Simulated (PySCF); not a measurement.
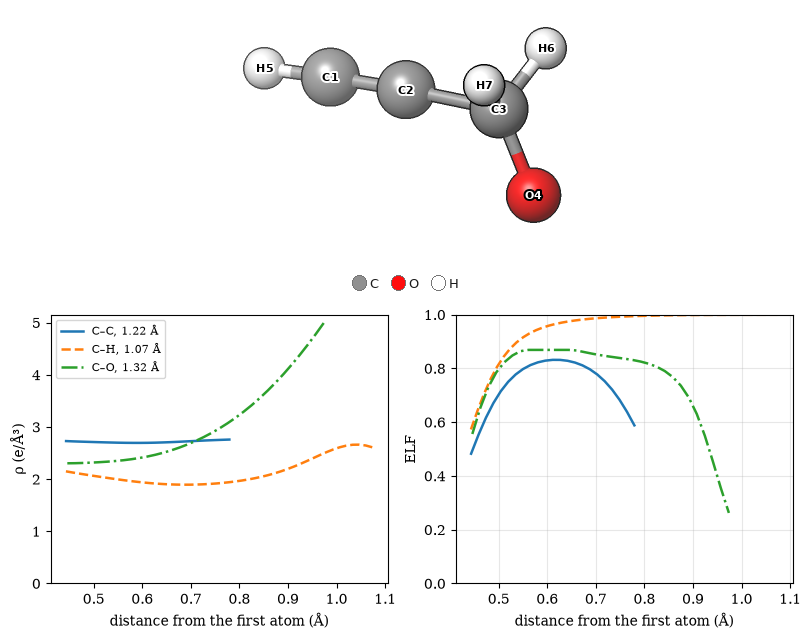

*C₃H₃O (SMILES C#CC[O-]) (charge −1). Total electron density and electron localisation function along straight lines between neighbouring atoms. The curves leave out the atomic cores. The structure is drawn too.*

Geometry: PBE0-D3(BJ)/ma-def2-SVP.

Level of theory: DFT single point, gas phase, functional wB97X in PySCF 2.14.0, density-fitted response routines.

```xyz
7

C     1.2122    0.9563    0.3768
C     0.1960    0.3005    0.1994
C    -1.0440   -0.5075   -0.0758
O    -1.2675   -0.8111   -1.3412
H     2.1113    1.5290    0.5020
H    -0.9267   -1.3921    0.6387
H    -1.8578    0.1021    0.4453
```

What kind of bonding do the profiles show?

C–C (1.22 Å): ρ at the midpoint is about 2.7 e/Å³; the ELF peaks at about 0.85 between the atoms; a short, multiple covalent bond.
C–H (1.07 Å): ρ is about 2 e/Å³ halfway; the ELF climbs to about 1 towards the hydrogen, as it does in any bond to H; a covalent bond by its length.
C–O (1.32 Å): ρ at the midpoint is about 2.6 e/Å³; the ELF peaks at about 0.85 between the atoms, as expected for a shared but strongly polarised pair.
